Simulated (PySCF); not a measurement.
C$_{4}$H$_{10}$BFS

```
atom    x (Å)    y (Å)    z (Å)
   C  -2.3774   0.0697   0.7447
   C  -1.8297  -0.2220  -0.6391
   S  -0.5986  -1.5710  -0.6601
   C   0.8128  -0.8277   0.2313
   C   1.4807   0.3084  -0.5337
   B   2.8413   0.8196   0.0844
   F   3.3245   0.2610   1.1713
   H  -2.7552  -0.8431   1.1991
   H  -1.6104   0.4891   1.3921
   H  -3.1923   0.7876   0.6744
   H  -1.3759   0.6614  -1.0885
   H  -2.6193  -0.5824  -1.2977
   H   1.5035  -1.6591   0.3657
   H   0.4657  -0.5053   1.2121
   H   0.7886   1.1513  -0.6249
   H   1.6626  -0.0207  -1.5621
   H   3.4720   1.6952  -0.3799
```

Geometry: GFN2-xTB.

Method: B3LYP/def2-SVPD, SCF density, gas phase in PySCF.

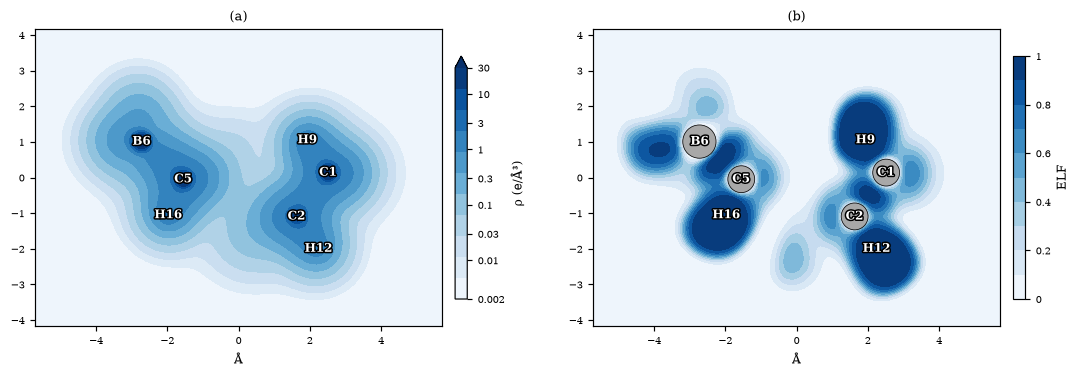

Figure 1. (a) electron density; (b) electron localisation function on the plane of atoms B6, C5 and H16. Grey discs cover the atomic cores in the ELF map.

Question: Interpret the plot.

Answer:
- The section cuts through C, B and H sites.
- C–C (1.52 Å): ρ is about 1.7 e/Å³ halfway; the ELF peaks at about 0.95 between the atoms; a shared electron pair.
- C–B (1.58 Å): the density is about 1.4 e/Å³ at the midpoint; the ELF peaks at about 1 between the atoms; a covalent bond.
- C–H (1.09 Å): the density is about 1.9 e/Å³ at the midpoint; the ELF climbs to about 1 towards the hydrogen, as it does in any bond to H (an ordinary covalent bond to hydrogen).

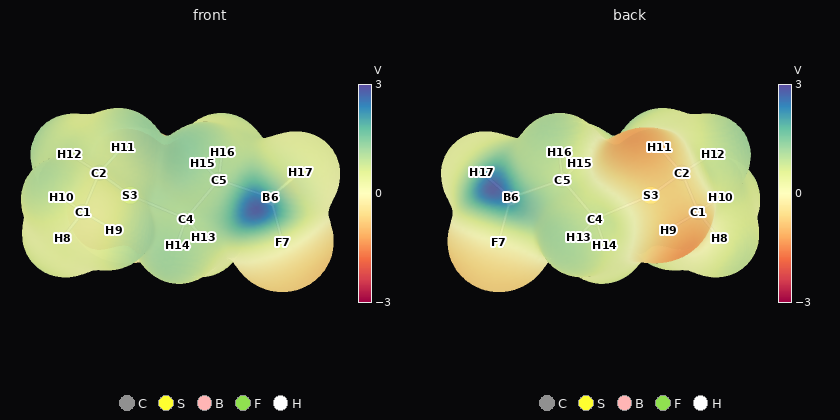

Figure 2. The molecular electrostatic potential painted on the density surface at 0.004 e/bohr³, seen from the front and from behind; red is negative and blue positive.

Question: Where is the surface potential most negative and most positive?

Answer: The most negative region (about −1.3 V, or −30 kcal/mol for a unit charge) lies over S3, the most positive (about +2.7 V, or +62 kcal/mol for a unit charge) over B6.

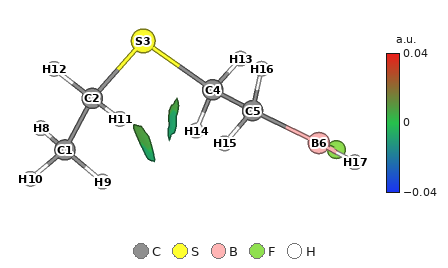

Figure 3. Non-covalent interaction (NCI) plot: the surface where the reduced density gradient is 0.5, for densities under 0.05 a.u., coloured by sign(λ₂)ρ; seen from one side.

Question: Identify the weak interactions.

Answer: Between H9 and C1 on one side and H14 and C4 on the other: a weak contact, attractive (blue-green) on one side and crowded (olive to red) on the other; between H11 and C2 on one side and H15 and C5 on the other: a weak contact, attractive (blue-green) on one side and crowded (olive to red) on the other.
